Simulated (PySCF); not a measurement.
# C2H6BFN2: NMR shifts at several levels of theory, part 2 of 2

PySCF 2.14.0. Atoms count from 0. The steps go on from the part before.

## 5. Shielding tensors: PBE0/aug-cc-pVDZ

Job settings and geometry (Å):

```
{"job": {"kind": "nmr", "xc": "PBE0", "basis": "aug-cc-pVDZ", "pop": true}, "charge": 0, "multiplicity": 1}
C     -1.232955     0.793508    -0.222175
N     -0.457452    -0.229890     0.491069
B      1.000357    -0.602732    -0.152800
F      1.491671    -1.595844     0.677467
C      1.820110     0.764498    -0.081617
N      2.338135     1.801234    -0.029604
H     -2.194996     0.982636     0.272845
H     -1.404663     0.452138    -1.250487
H     -0.643303     1.718536    -0.256690
H     -0.970733    -1.113046     0.539072
H     -0.291101     0.051293     1.461340
H      0.778858    -0.952801    -1.303966
```

With the program's defaults for keys left out, this is: GIAO PBE0/aug-cc-pVDZ NMR shielding, non-relativistic, gas phase.

What it wrote:

```text
coarse grid: 10192 points
cycle   1  E = -313.6997920628  dE =  5.090e-01  |g| = 5.571e-01  |ddm| = 8.641e+00
cycle   2  E = -313.5947078599  dE =  1.051e-01  |g| = 9.571e-01  |ddm| = 2.338e+00
cycle   3  E = -313.7615110296  dE = -1.668e-01  |g| = 1.699e-01  |ddm| = 1.262e+00
cycle   4  E = -313.7670397368  dE = -5.529e-03  |g| = 7.545e-02  |ddm| = 3.064e-01
cycle   5  E = -313.7681774253  dE = -1.138e-03  |g| = 1.379e-02  |ddm| = 1.067e-01
cycle   6  E = -313.7682212701  dE = -4.384e-05  |g| = 2.384e-03  |ddm| = 2.884e-02
cycle   7  E = -313.7682225264  dE = -1.256e-06  |g| = 8.560e-04  |ddm| = 5.561e-03
final grid: 99448 points
cycle   8  E = -313.7759390066  dE = -4.278e-05  |g| = 7.034e-03  |ddm| = 1.407e-01
cycle   9  E = -313.7759369385  dE =  2.068e-06  |g| = 7.800e-03  |ddm| = 2.995e-02
cycle  10  E = -313.7759507179  dE = -1.378e-05  |g| = 1.045e-03  |ddm| = 1.315e-02
cycle  11  E = -313.7759509164  dE = -1.985e-07  |g| = 4.943e-04  |ddm| = 2.123e-03
cycle  12  E = -313.7759509648  dE = -4.843e-08  |g| = 1.659e-04  |ddm| = 7.271e-04
cycle  13  E = -313.7759509704  dE = -5.608e-09  |g| = 3.938e-05  |ddm| = 2.673e-04
cycle  14  E = -313.7759509708  dE = -3.279e-10  |g| = 7.966e-06  |ddm| = 8.195e-05
converged SCF energy = -313.7759509708

GIAO shielding tensors (ppm)
atom      isotropic    diamagn.    paramagn.     s11        s22        s33       span
  0 C      169.321     200.112     -30.792    154.117    156.246    197.599     43.483
  1 N      214.770     281.055     -66.286    208.305    212.949    223.055     14.750
  2 B      117.113     220.270    -103.158    105.926    111.463    133.949     28.023
  3 F      392.350     456.758     -64.408    349.247    357.740    470.063    120.817
  4 C       67.442     266.779    -199.337    -44.688    -40.329    287.343    332.031
  5 N      -29.279     317.350    -346.629   -200.307   -181.182    293.652    493.959
  6 H       29.003      28.834       0.169     24.496     26.800     35.714     11.219
  7 H       28.931      26.078       2.853     25.078     27.024     34.693      9.615
  8 H       28.249      27.392       0.857     23.720     28.290     32.739      9.020
  9 H       28.607      31.919      -3.312     22.445     26.222     37.154     14.708
 10 H       28.619      29.789      -1.170     23.825     25.771     36.259     12.435
 11 H       28.045      25.229       2.816     26.181     27.519     30.434      4.253
```

Run time: 16 s. Hardware: 1 thread, shared host.

In short: δ C4 127.7, C0 25.8, N5 299.1, N1 55.1, H11 3.35, H9 2.79 ppm.

## 6. Shielding tensors: PBE0/IGLO-III

Same as in step 5 but for these lines:

```diff
@@ -1,2 +1,2 @@
-{"job": {"kind": "nmr", "xc": "PBE0", "basis": "aug-cc-pVDZ", "pop": true}, "charge": 0, "multiplicity": 1}
+{"job": {"kind": "nmr", "xc": "PBE0", "basis": "IGLO-III", "pop": true}, "charge": 0, "multiplicity": 1}
 C     -1.232955     0.793508    -0.222175
```

Level: GIAO PBE0/IGLO-III NMR shielding, non-relativistic, gas phase.

What it wrote:

```text
coarse grid: 10192 points
cycle   1  E = -313.7982768278  dE =  4.834e-01  |g| = 6.157e-01  |ddm| = 2.171e+00
cycle   2  E = -313.6807863936  dE =  1.175e-01  |g| = 1.055e+00  |ddm| = 8.778e-01
cycle   3  E = -313.8662261720  dE = -1.854e-01  |g| = 1.831e-01  |ddm| = 5.086e-01
cycle   4  E = -313.8718265351  dE = -5.600e-03  |g| = 9.493e-02  |ddm| = 1.126e-01
cycle   5  E = -313.8735631454  dE = -1.737e-03  |g| = 1.784e-02  |ddm| = 4.229e-02
cycle   6  E = -313.8736283451  dE = -6.520e-05  |g| = 2.610e-03  |ddm| = 1.173e-02
cycle   7  E = -313.8736296449  dE = -1.300e-06  |g| = 1.114e-03  |ddm| = 1.915e-03
final grid: 99448 points
cycle   8  E = -313.8702034917  dE = -1.073e-04  |g| = 7.723e-03  |ddm| = 6.415e-02
cycle   9  E = -313.8702003791  dE =  3.113e-06  |g| = 8.694e-03  |ddm| = 8.921e-03
cycle  10  E = -313.8702149543  dE = -1.458e-05  |g| = 1.507e-03  |ddm| = 4.090e-03
cycle  11  E = -313.8702152715  dE = -3.171e-07  |g| = 8.745e-04  |ddm| = 8.845e-04
cycle  12  E = -313.8702154261  dE = -1.546e-07  |g| = 2.112e-04  |ddm| = 3.962e-04
cycle  13  E = -313.8702154347  dE = -8.561e-09  |g| = 4.001e-05  |ddm| = 1.102e-04
cycle  14  E = -313.8702154350  dE = -3.240e-10  |g| = 7.923e-06  |ddm| = 2.437e-05
converged SCF energy = -313.8702154350

GIAO shielding tensors (ppm)
atom      isotropic    diamagn.    paramagn.     s11        s22        s33       span
  0 C      155.881     249.060     -93.179    139.821    142.263    185.559     45.737
  1 N      202.187     317.273    -115.086    196.341    200.776    209.442     13.101
  2 B      106.404     186.970     -80.566     94.137    100.667    124.408     30.271
  3 F      385.504     466.198     -80.694    339.645    348.758    468.108    128.463
  4 C       47.194     253.597    -206.403    -75.392    -70.799    287.772    363.165
  5 N      -66.755     344.019    -410.774   -254.715   -234.458    288.909    543.624
  6 H       29.049      28.162       0.887     24.553     26.796     35.799     11.246
  7 H       28.928      29.764      -0.836     25.020     27.034     34.730      9.710
  8 H       28.252      30.495      -2.243     23.631     28.297     32.829      9.198
  9 H       28.663      29.382      -0.719     22.410     26.271     37.308     14.897
 10 H       28.640      30.071      -1.431     23.781     25.739     36.401     12.620
 11 H       28.101      29.266      -1.165     26.292     27.566     30.445      4.152
```

Run time: 24 s. Hardware: 1 thread, shared host.

In short: δ C4 136.6, C0 27.9, N5 327.3, N1 58.4, H11 3.27, H10 2.73 ppm.

## 7. NMR shieldings: PBE0/pcSseg-0

Same as in step 6 but for these lines:

```diff
@@ -1,2 +1,2 @@
-{"job": {"kind": "nmr", "xc": "PBE0", "basis": "IGLO-III", "pop": true}, "charge": 0, "multiplicity": 1}
+{"job": {"kind": "nmr", "xc": "PBE0", "basis": "pcSseg-0", "pop": true}, "charge": 0, "multiplicity": 1}
 C     -1.232955     0.793508    -0.222175
```

With the program's defaults for keys left out, this is: GIAO PBE0/pcSseg-0 NMR shielding, non-relativistic, gas phase.

What it wrote:

```text
coarse grid: 10192 points
cycle   1  E = -313.0147918606  dE =  4.530e-01  |g| = 5.208e-01  |ddm| = 3.315e+00
cycle   2  E = -312.9210911850  dE =  9.370e-02  |g| = 9.123e-01  |ddm| = 1.776e+00
cycle   3  E = -313.0677716369  dE = -1.467e-01  |g| = 1.677e-01  |ddm| = 1.007e+00
cycle   4  E = -313.0726978872  dE = -4.926e-03  |g| = 7.085e-02  |ddm| = 1.923e-01
cycle   5  E = -313.0737156861  dE = -1.018e-03  |g| = 6.992e-03  |ddm| = 6.894e-02
cycle   6  E = -313.0737282545  dE = -1.257e-05  |g| = 1.248e-03  |ddm| = 1.086e-02
cycle   7  E = -313.0737286337  dE = -3.792e-07  |g| = 4.848e-04  |ddm| = 1.934e-03
final grid: 99448 points
cycle   8  E = -313.0325949884  dE = -2.435e-05  |g| = 7.116e-03  |ddm| = 2.514e-02
cycle   9  E = -313.0325919557  dE =  3.033e-06  |g| = 8.629e-03  |ddm| = 1.809e-02
cycle  10  E = -313.0326033836  dE = -1.143e-05  |g| = 6.087e-04  |ddm| = 9.559e-03
cycle  11  E = -313.0326034535  dE = -6.988e-08  |g| = 2.341e-04  |ddm| = 8.529e-04
cycle  12  E = -313.0326034596  dE = -6.097e-09  |g| = 1.702e-04  |ddm| = 2.973e-04
cycle  13  E = -313.0326034654  dE = -5.752e-09  |g| = 3.695e-05  |ddm| = 1.559e-04
cycle  14  E = -313.0326034657  dE = -3.266e-10  |g| = 5.244e-06  |ddm| = 3.782e-05
converged SCF energy = -313.0326034657

GIAO shielding tensors (ppm)
atom      isotropic    diamagn.    paramagn.     s11        s22        s33       span
  0 C      163.522     247.161     -83.638    145.870    149.575    195.122     49.252
  1 N      217.231     322.462    -105.231    212.514    216.286    222.892     10.377
  2 B      111.165     181.253     -70.088     99.111    106.302    128.082     28.971
  3 F      385.736     464.890     -79.154    321.476    349.742    485.990    164.514
  4 C       49.044     280.311    -231.267    -74.527    -69.368    291.028    365.555
  5 N      -77.090     325.847    -402.937   -272.080   -252.958    293.768    565.848
  6 H       30.084      28.644       1.439     24.963     28.113     37.175     12.212
  7 H       29.915      28.608       1.307     25.554     27.964     36.229     10.675
  8 H       29.361      29.423      -0.061     23.938     29.474     34.672     10.734
  9 H       31.083      31.470      -0.387     24.697     28.406     40.146     15.449
 10 H       31.089      31.895      -0.806     26.459     28.035     38.772     12.313
 11 H       28.363      27.834       0.529     25.785     27.419     31.887      6.102
```

Wall time 4 s (1 thread, shared host).

This run: δ C4 144.5, C0 30.0, N5 343.1, N1 48.8, H11 4.47, H6 3.05 ppm (means over like atoms).

## 8. Run by run: NMR shifts

Shifts (ppm) of some atoms, chosen among heavy atoms and hydrogens apart, with basis size and wall time:

```
             run     C4    C0   H11    H9     N5    N1      F3  functions   time
    PBE0/cc-pVDZ  123.8  26.5  2.92  2.35  306.8  58.1  -192.2        114  8.1 s
    PBE0/cc-pVTZ  132.4  27.2  3.12  2.70  326.4  61.2  -203.0        264   26 s
PBE0/aug-cc-pVDZ  127.7  25.8  3.35  2.79  299.1  55.1  -198.2        192   16 s
   PBE0/IGLO-III  136.6  27.9  3.27  2.71  327.3  58.4  -210.9        270   24 s
   PBE0/pcSseg-0  144.5  30.0  4.47  1.75  343.1  48.8  -207.4         66    4 s
```

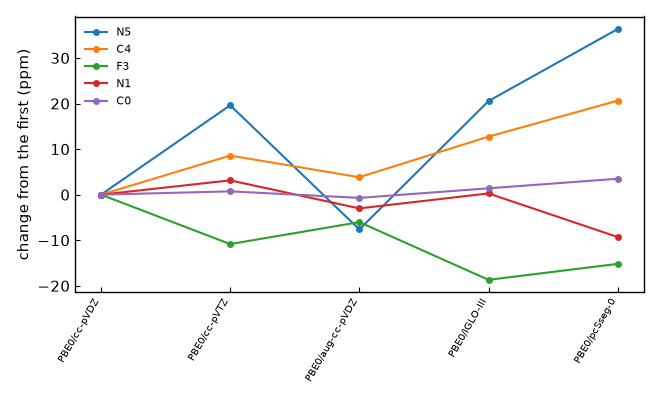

How five of the tabulated atoms move from run to run.

## 9. Outcome

The summary covers parts 1 to 2.

```
                                                             quantity                       value
                                                          point group                          C1
                                 rotational constants (main isotopes)        3.75, 3.17, 1.85 GHz
                                13C shifts against TMS (PBE0/cc-pVDZ)             123.8, 26.5 ppm
1H shifts against TMS (PBE0/cc-pVDZ, means over atoms taken as alike)  2.92, 2.52, 2.41, 2.35 ppm
                                15N shifts against NH3 (PBE0/cc-pVDZ)             306.8, 58.1 ppm
                           11B shifts against BF3·OEt2 (PBE0/cc-pVDZ)                    -5.5 ppm
                              19F shifts against CFCl3 (PBE0/cc-pVDZ)                  -192.2 ppm
                                             range of the shift of N5          299.1 to 343.1 ppm
```

Single values in the summary come from the first run of each kind that ended normally (PBE0/cc-pVDZ), which need not be the best level. Relaxing lowered the energy by 0.058 eV in 3 steps; the close pair that moved most is B2–C4, from 1.563 to 1.596 Å. No frequency check was run at this level, so the end point may be a saddle. At PBE0/cc-pVDZ: The widest tensor belongs to N5: span 502 ppm, with a paramagnetic part of -374 ppm. In ppm, N5 moves most: its shift spreads over 44.0 ppm, from 299.1 (PBE0/aug-cc-pVDZ) to 343.1 (PBE0/pcSseg-0).
